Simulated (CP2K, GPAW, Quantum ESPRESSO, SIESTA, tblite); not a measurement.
# Amorphous carbon (160 atoms) in CP2K, part 2 of 2

How do the settings of CP2K change the result for amorphous carbon (160 atoms)? A plane-wave run serves as the yardstick.

Program: CP2K 2026.2; the method stands at each step. Banners, paths, timers and routine set-up lines are dropped from the logs unmarked, and long logs keep their key lines alone; longer cuts are marked.

So far. Step 2 (PBE, DZVP-UZH, 450/50 Ry, diagonalisation): Forces lie 2.4 % from the reference's, at 2.0 times its CPU time. Step 3 (PBE, SZV-MOLOPT-SR, 450/50 Ry, diagonalisation): Against the first run (2.4 %), the force difference from the reference is 32 %, at 0.29 times the CPU time (on 2 against 4 cores), with 640 basis functions against 2080; this set comes with other potentials too, so the change isn't the basis's alone.

## 4. RPBE, PBE potentials, DZVP-UZH, 450/50 Ry, diagonalisation

Method: Kohn-Sham DFT, RPBE, GTH-PBE pseudopotentials, Gaussian and plane waves, DZVP-MOLOPT (UZH set), diagonalisation.

File input.inp:

```
&GLOBAL
  PROJECT cell
  RUN_TYPE ENERGY_FORCE
  PRINT_LEVEL LOW
&END GLOBAL
&FORCE_EVAL
  METHOD QS
  STRESS_TENSOR ANALYTICAL
  &DFT
    BASIS_SET_FILE_NAME BASIS_MOLOPT_UZH
    POTENTIAL_FILE_NAME POTENTIAL_UZH
    &MGRID
      CUTOFF 450
      REL_CUTOFF 50
    &END MGRID
    &QS
      EPS_DEFAULT 1.0E-12
    &END QS
    &SCF
      SCF_GUESS ATOMIC
      EPS_SCF 5.0E-06
      MAX_SCF 200
      ADDED_MOS 72
      &DIAGONALIZATION
        ALGORITHM STANDARD
      &END DIAGONALIZATION
      &SMEAR ON
        METHOD FERMI_DIRAC
        ELECTRONIC_TEMPERATURE [K] 580
      &END SMEAR
      &MIXING
        METHOD BROYDEN_MIXING
        ALPHA 0.15
        NBROYDEN 12
      &END MIXING
      &PRINT
        &RESTART OFF
        &END RESTART
      &END PRINT
    &END SCF
    &XC
      &XC_FUNCTIONAL
        &GGA_X_RPBE
        &END GGA_X_RPBE
        &GGA_C_PBE
        &END GGA_C_PBE
      &END XC_FUNCTIONAL
    &END XC
    &PRINT
      &MULLIKEN ON
      &END MULLIKEN
      &HIRSHFELD ON
        SHAPE_FUNCTION DENSITY
      &END HIRSHFELD
      &MO ON
        EIGENVALUES T
        OCCUPATION_NUMBERS T
        MO_INDEX_RANGE 309 332
        &EACH
          QS_SCF 0
        &END EACH
        ADD_LAST NUMERIC
      &END MO
    &END PRINT
  &END DFT
  &SUBSYS
    &CELL
      A 9.92200 0.00000 0.00000
      B 0.00000 9.92200 0.00000
      C 0.00000 0.00000 9.92200
    &END CELL
    &COORD
      SCALED
[... 160 atom lines left out: the same atoms as in the first run ...]
    &END COORD
    &KIND C
      BASIS_SET DZVP-MOLOPT-PBE-GTH-q4
      POTENTIAL GTH-PBE-q4
    &END KIND
  &END SUBSYS
  &PRINT
    &FORCES ON
    &END FORCES
    &STRESS_TENSOR ON
    &END STRESS_TENSOR
  &END PRINT
&END FORCE_EVAL
```

On the command line:

```bash
OMP_NUM_THREADS=1 mpirun -np 4 cp2k.psmp -i input.inp > output.txt
```

Numbers of over 12 decimals in the logs are rounded to 6 here.

Log:

```text
CP2K| version string:                                       CP2K version 2026.2
 CP2K| Input file name                                                 input.inp
 GLOBAL| Basis set file name                                    BASIS_MOLOPT_UZH
 GLOBAL| Potential file name                                       POTENTIAL_UZH
[... lines left out ...]
 Number of electrons:                                                        640
[... lines left out ...]
  Step     Update method      Time    Convergence         Total energy    Change
[... lines left out ...]
  *** SCF run converged in    18 steps ***
[... lines left out ...]
  Fermi energy:                                                 0.389220
  Total energy:                                              -904.475217
  Total energy (extrapolated to T->0):                       -904.469331
[... lines left out ...]
 MO| E(Fermi):            0.389220 a.u.         10.591214 eV
[... lines left out ...]
 ENERGY| Total FORCE_EVAL ( QS ) energy [hartree]           -904.475315
[... lines left out ...]
 FORCES|      1 -1.67770903E-02  1.61946220E-02 -2.38672072E-02   3.33673511E-02
 FORCES|      2  1.94639207E-03  3.32839131E-02  2.45674950E-03   3.34311671E-02
 FORCES|      3  7.31088955E-03  9.33968838E-03  8.23464166E-04   1.18893641E-02
[...]
FORCES|    159 -2.61668002E-03 -3.60816255E-02  3.73185110E-02   5.19750130E-02
 FORCES|    160 -7.64240204E-02 -6.83947192E-02  6.25512357E-03   1.02750159E-01
 FORCES| Sum     7.35684069E-04 -9.86026826E-04  2.79091916E-03
 FORCES| Total atomic force                                       3.05003438E-03
 STRESS| Analytical stress tensor [bar]
 STRESS|                        x                   y                   z
 STRESS|      x        6.83741280162E+05   3.47159149380E+04   5.15061916831E+04
 STRESS|      y        3.47159149380E+04   6.73231111411E+05   7.02040527918E+04
 STRESS|      z        5.15061916831E+04   7.02040527918E+04   6.36533464347E+05
 STRESS| 1/3 Trace                                             6.64501951973E+05
```

Wall time 5 min (4 MPI ranks of Arm Neoverse V1, shared host); peak memory 3.2 GiB; 20 min of CPU time.

Against the reference:

| Quantity | Value |
| --- | --- |
| r.m.s. force component | 1.937 eV/Å |
| r.m.s. difference of force components | 55.31 meV/Å |
| longest difference of force vectors | 208.9 meV/Å |
| force difference over r.m.s. force | 2.902 % |
| slope of forces against the reference's | 1.016 |
| correlation of force components | 0.9997 |
| pressure | 66.45 GPa |
| pressure difference | 3.554 GPa |

Against the first run (2.4 %), the force difference from the reference is 2.9 %, at 1.0 times the CPU time; the model has changed, so this is no error of the program alone.

## 5. PBE+D4, DZVP-UZH, 450/50 Ry, diagonalisation

Method: Kohn-Sham DFT, PBE+D4, GTH-PBE pseudopotentials, Gaussian and plane waves, DZVP-MOLOPT (UZH set), diagonalisation.

input.inp: that of step 4 with these lines changed.

```diff
@@ -41,8 +41,11 @@
     &XC
-      &XC_FUNCTIONAL
-        &GGA_X_RPBE
-        &END GGA_X_RPBE
-        &GGA_C_PBE
-        &END GGA_C_PBE
+      &XC_FUNCTIONAL PBE
       &END XC_FUNCTIONAL
+      &VDW_POTENTIAL
+        POTENTIAL_TYPE PAIR_POTENTIAL
+        &PAIR_POTENTIAL
+          TYPE DFTD4
+          REFERENCE_FUNCTIONAL PBE
+        &END PAIR_POTENTIAL
+      &END VDW_POTENTIAL
     &END XC
```

Log:

```text
CP2K| version string:                                       CP2K version 2026.2
 CP2K| Input file name                                                 input.inp
 GLOBAL| Basis set file name                                    BASIS_MOLOPT_UZH
 GLOBAL| Potential file name                                       POTENTIAL_UZH
 GLOBAL| Run type                                                   ENERGY_FORCE
 GLOBAL| Total number of message passing processes                             4
 GLOBAL| Number of threads for this process                                    1
 TOTAL NUMBERS AND MAXIMUM NUMBERS
  Total number of            - Atomic kinds:                                   1
                             - Atoms:                                        160
[... lines left out ...]
                        Smear method:                                FERMI_DIRAC
[... lines left out ...]
 Number of electrons:                                                        640
[... lines left out ...]
  Step     Update method      Time    Convergence         Total energy    Change
[... lines left out ...]
  *** SCF run converged in    18 steps ***
[... lines left out ...]
  Fermi energy:                                                 0.388463
  Total energy:                                              -905.446616
  Total energy (extrapolated to T->0):                       -905.440731
[... lines left out ...]
 MO| E(Fermi):            0.388463 a.u.         10.570621 eV
[... lines left out ...]
 !-----------------------------------------------------------------------------!
 !-----------------------------------------------------------------------------!
                           Hirshfeld Charges
  #Atom  Element  Kind  Ref Charge     Population                    Net charge
      1       C      1       4.000          4.000                        -0.000
      2       C      1       4.000          4.010                        -0.010
      3       C      1       4.000          3.980                         0.020
[...]
159       C      1       4.000          3.996                         0.004
    160       C      1       4.000          3.992                         0.008
  Total Charge                                                           -0.000
 !-----------------------------------------------------------------------------!
 ENERGY| Total FORCE_EVAL ( QS ) energy [hartree]           -905.446721
 FORCES| Atomic forces [hartree/bohr]
 FORCES|   Atom     x               y               z               |f|
 FORCES|      1 -1.66843818E-02  1.60913282E-02 -2.34185779E-02   3.29504056E-02
 FORCES|      2  2.28313052E-03  3.25388019E-02  3.29856990E-03   3.27851624E-02
 FORCES|      3  5.79517549E-03  1.21082059E-02 -7.79607867E-04   1.34462075E-02
[...]
FORCES|    159 -1.26676032E-03 -3.92152147E-02  3.86022915E-02   5.50415721E-02
 FORCES|    160 -7.67681482E-02 -6.82325555E-02  6.55390332E-03   1.02917364E-01
 FORCES| Sum    -1.04851810E-04  5.84113670E-06  7.44913911E-05
 FORCES| Total atomic force                                       1.28751654E-04
 STRESS| Analytical stress tensor [bar]
 STRESS|                        x                   y                   z
 STRESS|      x        6.54499164407E+05   3.51625590725E+04   5.02540950640E+04
 STRESS|      y        3.51625590725E+04   6.41480791391E+05   7.37759635345E+04
 STRESS|      z        5.02540950640E+04   7.37759635345E+04   6.04943779433E+05
 STRESS| 1/3 Trace                                             6.33641245077E+05
```

It took 5.6 min on 4 MPI ranks; peak memory 3.3 GiB.

Against the reference:

| Property | Result |
| --- | --- |
| r.m.s. force component | 1.958 eV/Å |
| r.m.s. difference of force components | 121.1 meV/Å |
| longest difference of force vectors | 859.2 meV/Å |
| force difference over r.m.s. force | 6.353 % |
| slope of forces against the reference's | 1.026 |
| correlation of force components | 0.9984 |
| pressure | 63.36 GPa |
| pressure difference | 0.4681 GPa |

Against the first run (2.4 %), the force difference from the reference is 6.4 %, at 1.1 times the CPU time; the model has changed, so this is no error of the program alone.

## 6. All runs compared

Differences are against the plane-wave reference, forces as r.m.s. over components; share is that over the reference's r.m.s. force, slope the least-squares factor from reference forces to these. Total energies of different programs have different zeros and aren't compared.

```tsv
run	Δ force, r.m.s. (meV/Å)	share (%)	slope	Δ pressure (GPa)	cores	CPU time	memory (GiB)
reference	-	-	-	-	4	10 min	3.8
CP2K PBE, DZVP-UZH, 450/50 Ry, diagonalisation	44.8	2.35	1.016	2.16	4	20 min	3.2
CP2K PBE, SZV-MOLOPT-SR, 450/50 Ry, diagonalisation (coarse)	617	32.4	1.291	21.1	2	5.7 min	1.9
CP2K RPBE, PBE potentials, DZVP-UZH, 450/50 Ry, diagonalisation	55.3	2.90	1.016	3.55	4	20 min	3.2
CP2K PBE+D4, DZVP-UZH, 450/50 Ry, diagonalisation	121	6.35	1.026	0.468	4	23 min	3.3
```

Rows marked coarse were listed beforehand as settings not expected to be converged; some can still land near the reference.

CPU time is summed over cores on a shared host, where runs went side by side, so it is rough. Symmetry, cutoffs, thresholds, outputs and thread counts weren't matched or tuned between programs; memory under MPI is the largest rank's times the ranks.

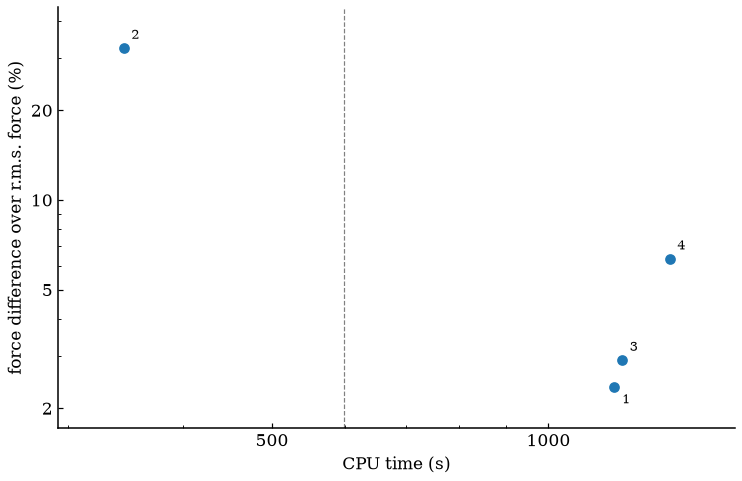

Force difference against CPU time; the dashed line marks the reference's time. Points: 1 CP2K PBE, DZVP-UZH, 450/50 Ry, diagonalisation; 2 CP2K PBE, SZV-MOLOPT-SR, 450/50 Ry, diagonalisation; 3 CP2K RPBE, PBE potentials, DZVP-UZH, 450/50 Ry, diagonalisation; 4 CP2K PBE+D4, DZVP-UZH, 450/50 Ry, diagonalisation.

## 7. Results

| Quantity | Value |
| --- | --- |
| nearest in forces | CP2K PBE, DZVP-UZH, 450/50 Ry, diagonalisation, 2.4 % |
| its CPU time | 20 min |

**Reading.** The PBE run in local orbitals, coarse settings apart, differs by 2.4 % (CP2K PBE, DZVP-UZH, 450/50 Ry, diagonalisation); basis, grid and potentials can all enter. Rows with another functional or a dispersion term differ by 2.9 % (CP2K RPBE, PBE potentials, DZVP-UZH, 450/50 Ry, diagonalisation) to 6.4 % (CP2K PBE+D4, DZVP-UZH, 450/50 Ry, diagonalisation), which mixes the change of model with differences of basis and potentials, some of them made for another functional. Runs with settings chosen to be coarse differ by 32 % (CP2K PBE, SZV-MOLOPT-SR, 450/50 Ry, diagonalisation), their programs' other errors included. None of the electronic-structure runs in the table takes under half the reference's CPU time of 10 min; they take 0.58 to 2.3 times as much. CP2K PBE, SZV-MOLOPT-SR, 450/50 Ry, diagonalisation stiffens the forces by a factor of 1.29 while following their directions (correlation 0.994); the slopes of the 4 CP2K runs lie between 1.02 and 1.29. In pressure, CP2K PBE, SZV-MOLOPT-SR, 450/50 Ry, diagonalisation misses by +21.1 GPa, at the same functional. The reference's pressure holds the uncorrected Pulay stress of its 45 Ry basis, so small pressure differences, and their order, may be the reference's own error. The quench rate of 500 K/ps is many orders above laboratory rates, so the cell is likely richer in defects and strain than a real sample. The network of bonds at the start is that of the classical potential that made the cell, and needn't be the one that DFT or experiment would give. The reference's stress is far from hydrostatic: its diagonal is 65.0, 63.6, 60.0 GPa, compression counted positive. The electronic-structure runs sample only Γ, in a cell whose shortest periodic width is 10 Å, which is coarse for a cell with partly filled levels.

[Also dropped from logs without a mark: logging warnings of Python, and SIESTA's first energy breakdown and zero terms.]

[Logs are printed without paths, hosts, clocks, repeated set-up lines and the standing remarks that a program may print on its own settings, such as how far it seeks lower states.]

[Hosts, paths, dates, database ids (printed as entryN), source tags and the programs' standing remarks are cut or masked in the printed files.]
